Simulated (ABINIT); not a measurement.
**CdF2 (Fm-3m): G0W0 with ABINIT, start to end**

How does a plane-wave GW calculation on CdF2 (Fm-3m) run from the first input to the gap?

Method: PBE and many-body steps on it, plane waves, in ABINIT 10.8.3.

## 1. The structure

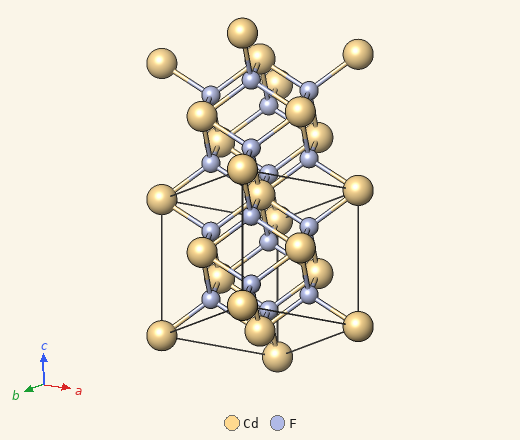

The cell as given, from a free direction (cadmium orange, fluorine light blue). 1×1×2 cells are drawn. This picture shows the conventional cell, with its axes. Some periodic images of atoms are drawn too.

Coordinates:

```cif
data_structure
_symmetry_space_group_name_H-M 'P 1'
_symmetry_Int_Tables_number 1
_cell_length_a 3.8099
_cell_length_b 3.8099
_cell_length_c 3.8099
_cell_angle_alpha 60.000
_cell_angle_beta 60.000
_cell_angle_gamma 60.000
_cell_volume 39.10
loop_
_atom_site_label
_atom_site_type_symbol
_atom_site_fract_x
_atom_site_fract_y
_atom_site_fract_z
_atom_site_occupancy
Cd1 Cd 0.00000 0.00000 0.00000 1
F2 F 0.25000 0.25000 0.25000 1
F3 F 0.75000 0.75000 0.75000 1
```

The cell and positions come from the Crystallography Open Database and are kept as given unless a step says otherwise.

## 2. Ground state

This step: ABINIT 10.8.3; DFT, PBE, plane waves, norm-conserving pseudopotentials.

The ground-state density comes first.

The input, run.abi:

```
acell 3*1.0 Angstrom
rprim 
  0.000000000000 2.694000000000 2.694000000000
  2.694000000000 -0.000000000000 2.694000000000
  2.694000000000 2.694000000000 -0.000000000000
ntypat 2
znucl 48 9
natom 3
typat 1 2 2
xred 
  0.000000000000 0.000000000000 0.000000000000
  0.250000000000 0.250000000000 0.250000000000
  0.750000000000 0.750000000000 0.750000000000
pp_dirpath "pseudos"
pseudos "Cd.upf, F.upf"
ecut 47
ngkpt 6 6 6
nshiftk 1
shiftk 0 0 0
kptopt 1
chksymbreak 0
nband 22
occopt 1
tolvrs 1e-10
nstep 60
prtwf 0
optforces 0
optstress 0
indata_prefix "in"
outdata_prefix "out"
tmpdata_prefix "tmp"
```

Launch:

```
OMP_NUM_THREADS=1 mpirun -n 8 abinit run.abi > log
```

Numbers of over 12 decimals in the logs are rounded to 6 here.

The program printed:

```text
.Version 10.8.3 of ABINIT. v10.8.2 released Aug 2026.

 Symmetries : space group Fm -3 m (#225); Bravais cF (face-center cubic)
================================================================================
 Values of the parameters that define the memory need of the present run
     intxc =       0    ionmov =       0      iscf =       7    lmnmax =       6
     lnmax =       6     mgfft =      48  mpssoang =       3    mqgrid =    3001
     natom =       3  nloc_mem =       1    nspden =       1   nspinor =       1
    nsppol =       1      nsym =      48    n1xccc =    2501    ntypat =       2
    occopt =       1   xclevel =       2
-    mband =          22        mffmem =           1         mkmem =           2
       mpw =        4087          nfft =      110592          nkpt =          16
================================================================================
  Rough estimation (10% accuracy) of disk space for files :
================================================================================

--------------------------------------------------------------------------------
------------- Echo of variables that govern the present computation ------------
--------------------------------------------------------------------------------
 -outvars: echo values of preprocessed input variables --------
            acell      1.8897261259E+00  1.8897261259E+00  1.8897261259E+00 Bohr

      chksymbreak           0
             ecut      4.70000000E+01 Hartree
-          fftalg         312

              ixc     -101130
              kpt      0.00000000E+00  0.00000000E+00  0.00000000E+00
                       1.66666667E-01  0.00000000E+00  0.00000000E+00
                       3.33333333E-01  0.00000000E+00  0.00000000E+00
                       5.00000000E-01  0.00000000E+00  0.00000000E+00
                       1.66666667E-01  1.66666667E-01  0.00000000E+00
                       3.33333333E-01  1.66666667E-01  0.00000000E+00
                       5.00000000E-01  1.66666667E-01  0.00000000E+00
                      -3.33333333E-01  1.66666667E-01  0.00000000E+00
                      -1.66666667E-01  1.66666667E-01  0.00000000E+00
   [... 5 further rows ...]
                      -3.33333333E-01  3.33333333E-01  1.66666667E-01
                      -3.33333333E-01  5.00000000E-01  1.66666667E-01
         kptrlatt        6    0    0      0    6    0      0    0    6
          kptrlen      4.31979072E+01
P           mkmem           2
            natom           3
            nband          22
            ngfft          48      48      48
             nkpt          16
            nstep          60
             nsym          48
           ntypat           2
              occ      2.000000  2.000000  2.000000  2.000000  2.000000  2.000000
                       2.000000  2.000000  2.000000  2.000000  2.000000  2.000000
                       2.000000  2.000000  2.000000  2.000000  2.000000  0.000000
                       0.000000  0.000000  0.000000  0.000000
        optforces           0
        optstress           0
            prtwf           0
            rprim      0.0000000000E+00  2.6940000000E+00  2.6940000000E+00
[...]
spgroup         225

           tolvrs      1.00000000E-10

             xred      0.0000000000E+00  0.0000000000E+00  0.0000000000E+00
[...]
znucl       48.00000    9.00000

================================================================================

 chkinp: Checking input parameters for consistency.

================================================================================
== DATASET  1 ==================================================================
-   mpi_nproc: 8, omp_nthreads: 1 (-1 if OMP is not activated)

--- !DatasetInfo
iteration_state: {dtset: 1, }
dimensions: {natom: 3, nkpt: 16, mband: 22, nsppol: 1, nspinor: 1, nspden: 1, mpw: 4087, }
cutoff_energies: {ecut:  47.0, pawecutdg:  -1.0, }
electrons: {nelect:   3.40000000E+01, charge:   0.00000000E+00, occopt:   1.00000000E+00, tsmear:   1.00000000E-02, }

 Real(R)+Recip(G) space primitive vectors, cartesian coordinates (Bohr,Bohr^-1):
 R(1)=  0.0000000  5.0909222  5.0909222  G(1)= -0.0982140  0.0982140  0.0982140
 R(2)=  5.0909222  0.0000000  5.0909222  G(2)=  0.0982140 -0.0982140  0.0982140
 R(3)=  5.0909222  5.0909222  0.0000000  G(3)=  0.0982140  0.0982140 -0.0982140
 Unit cell volume ucvol=  2.6388784E+02 bohr^3
 Angles (23,13,12)=  6.00000000E+01  6.00000000E+01  6.00000000E+01 degrees

 getcut: wavevector=  0.0000  0.0000  0.0000  ngfft=  48  48  48
         ecut(hartree)=     47.000   => boxcut(ratio)=   2.16031

--- Pseudopotential description ------------------------------------------------
- Cd Generated using ONCVPSP code by D. R. Hamann
- 48.00000  20.00000  171031                  znucl, zion, pspdat
12 -101130 2 -1 1368                          pspcod,pspxc,lmax,lloc,mmax
     nproj     2     2     2
  pspatm : epsatm=   23.16453630
         --- l  ekb(1:nproj) -->
[...]
pspatm: atomic psp has been read  and splines computed

- F Generated using ONCVPSP code by D. R. Hamann
-  9.00000   7.00000  171031                  znucl, zion, pspdat
12 -101130 2 -1 832                           pspcod,pspxc,lmax,lloc,mmax
     nproj     2     2     1
  pspatm : epsatm=    4.87625608
         --- l  ekb(1:nproj) -->
[...]
2   -2.441503
 pspatm: atomic psp has been read  and splines computed

   1.11917965E+03                                ecore*ucvol(ha*bohr**3)
--------------------------------------------------------------------------------

_setup2: Arith. and geom. avg. npw (full set) are    4061.921    4061.898

================================================================================

--- !BeginCycle
iteration_state: {dtset: 1, }
solver: {iscf: 7, nstep: 60, nline: 4, wfoptalg: 0, }
tolerances: {tolvrs: 1.00E-10, }

     iter   Etot(hartree)      deltaE(h)  residm     vres2
 ETOT  1  -223.63176735040    -2.236E+02 2.725E+00 1.413E+03
 ETOT  2  -224.50298913281    -8.712E-01 8.319E-02 1.678E+03
 ETOT  3  -224.70679396403    -2.038E-01 3.108E-03 4.979E+01
 ETOT  4  -224.71139101455    -4.597E-03 5.150E-04 1.998E+01
 ETOT  5  -224.71229993558    -9.089E-04 1.976E-04 4.881E+00
 ETOT  6  -224.71308530075    -7.854E-04 9.652E-05 3.119E-02
 ETOT  7  -224.71308873447    -3.434E-06 2.095E-04 9.655E-04
 ETOT  8  -224.71308867840     5.607E-08 9.632E-05 7.982E-04
 ETOT  9  -224.71308878465    -1.063E-07 1.016E-04 4.573E-07
 ETOT 10  -224.71308878471    -6.062E-11 9.904E-05 1.592E-08
 ETOT 11  -224.71308878473    -1.879E-11 2.072E-04 9.242E-11

 At SCF step   11       vres2   =  9.24E-11 < tolvrs=  1.00E-10 =>converged.

--- !ResultsGS
iteration_state: {dtset: 1, }
comment   : Summary of ground state results
lattice_vectors:
- [  0.0000000,   5.0909222,   5.0909222, ]
- [  5.0909222,  -0.0000000,   5.0909222, ]
- [  5.0909222,   5.0909222,  -0.0000000, ]
lattice_lengths: [   7.19965,    7.19965,    7.19965, ]
lattice_angles: [ 60.000,  60.000,  60.000, ] # degrees, (23, 13, 12)
lattice_volume:   2.6388784E+02
convergence: {deltae: -1.879E-11, res2:  9.242E-11, residm:  2.072E-04, diffor:  0.000E+00, }
etotal    :  -2.24713089E+02
entropy   :   0.00000000E+00
fermie    :   1.14494563E-01
cartesian_stress_tensor: null
pressure_GPa: null
xred      :
- [  0.0000E+00,   0.0000E+00,   0.0000E+00, Cd]
- [  2.5000E-01,   2.5000E-01,   2.5000E-01,  F]
- [  7.5000E-01,   7.5000E-01,   7.5000E-01,  F]
cartesian_forces: null
force_length_stats: {min: null, max: null, mean: null, }

 Integrated electronic density in atomic spheres:
 ------------------------------------------------
 Atom  Sphere_radius  Integrated_density
[...]
2        2.00000          7.04110802
    3        2.00000          7.04110802
================================================================================

 ----iterations are completed or convergence reached----

 Mean square residual over all n,k,spin=   79.257E-08; max=  20.720E-05
 reduced coordinates (array xred) for    3 atoms
       0.000000000000      0.000000000000      0.000000000000
       0.250000000000      0.250000000000      0.250000000000
       0.750000000000      0.750000000000      0.750000000000
 rms dE/dt=  0.0000E+00; max dE/dt=  0.0000E+00; dE/dt below (all hartree)
    1       0.000000000000      0.000000000000      0.000000000000
    2       0.000000000000      0.000000000000      0.000000000000
    3       0.000000000000      0.000000000000      0.000000000000

 cartesian coordinates (angstrom) at end:
    1      0.000000     0.000000     0.000000
    2      1.347000     1.347000     1.347000
    3      4.041000     4.041000     4.041000
 length scales=  1.889726125908  1.889726125908  1.889726125908 bohr
              =  1.000000000000  1.000000000000  1.000000000000 angstroms
 prteigrs : about to open file out_EIG
 Fermi (or HOMO) energy (hartree) =   0.11449   Average Vxc (hartree)=  -0.39118
 Eigenvalues (hartree) for nkpt=  16  k points:
 kpt#   1, nband= 22, wtk=  0.00463, kpt=  0.0000  0.0000  0.0000 (reduced coord)
  -3.50241   -2.07272   -2.07272   -2.07272   -0.64666   -0.60621   -0.09030   -0.09030
  -0.09030   -0.04620   -0.04620    0.07948    0.07948    0.07948    0.09700    0.09700
   0.09700    0.23002    0.58342    0.58342    0.58342    0.76535
 prteigrs : prtvol=0 or 1, do not print more k-points.

--- !EnergyTerms
iteration_state     : {dtset: 1, }
comment             : Components of total free energy in Hartree
kinetic             :  9.42038521650966E+01
hartree             :  6.59542414518827E+01
xc                  : -3.53695288897597E+01
Ewald energy        : -1.39421659606732E+02
psp_core            :  4.24111874353286E+00
local_psp           : -2.13304577453319E+02
non_local_psp       : -1.01653519543300E+00
total_energy        : -2.24713088784732E+02
total_energy_eV     : -6.11475465344876E+03
band_energy         : -2.17913730641866E+01

== END DATASET(S) ==============================================================
================================================================================

 -outvars: echo values of variables after computation  --------
           etotal     -2.2471308878E+02
            nband          22
             nkpt          16
          spgroup         225
 [... the other variables as echoed above ...]

 Calculation completed.
```

Elapsed: 9.7 s, on 8 MPI ranks of Arm Neoverse V1, shared host; peak memory 0.65 GiB; 77 s of CPU time.

This step gave:

```yaml
total_energy: -6114.7547 eV
gap: 3.144 eV
k_of_the_valence_top: -0.3333, 0.5, 0.1667
k_of_the_conduction_bottom: 0, 0, 0
least_direct_gap: 3.620 eV
```

The gap is indirect, with the least direct gap 0.48 eV higher.

(Continued in part 2 of 3.)

[Paths, hosts, dates, memory and timing lines, banners, echoed tables and standing remarks are left out of the program output.]

[Logs are printed without paths, hosts, clocks, repeated set-up lines and the standing remarks that a program may print on its own settings, such as how far it seeks lower states.]

[Runs of the session that timed out or met a known fault of the program may be left out.]

[No measured gap is set beside runs whose start may be inverted or whose files or cutoffs have a known fault.]

[Hosts, paths, dates, database ids (printed as entryN), source tags and the programs' standing remarks are cut or masked in the printed files.]

[G0W0 gaps are taken among the corrected bands and points alone; a level outside them can change the order at an edge.]

[Where Ansatz stands beside ABINIT at settings called matched, ABINIT's density can come from a denser mesh and the files from another edition; pairs whose starting gaps differed by over 0.03 eV were left out, so agreement reads better than it is.]
